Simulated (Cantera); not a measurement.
Charge: 1 mol MgO, 0.036 mol Br₂, 0.07 mol H₂, equilibrated at 1.00 bar.

Equilibrium computed with Cantera from the NASA thermochemical tables; the gas is ideal and each condensed phase is pure. Candidate condensed phases: Br₂, H₂O, Mg, MgBr₂, MgO, Mg(OH)₂; 20 gas species. Mutual solubility and eutectic melting of coexisting phases are not modelled. Equilibrium is a limit: real reactors are often held back by kinetics, nucleation or transport.

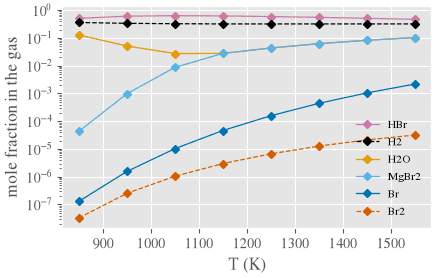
Figure: Equilibrium gas composition (values under 1e-9 drawn at 1e-9)

From 850 K to 950 K the condensed part is MgBr₂(s) + MgO(s). At 1050 K the condensed part is MgBr₂(l) + MgO(s). From 1150 K to 1550 K the condensed part is MgO(s). The main Mg-bearing gas is MgBr₂ throughout.
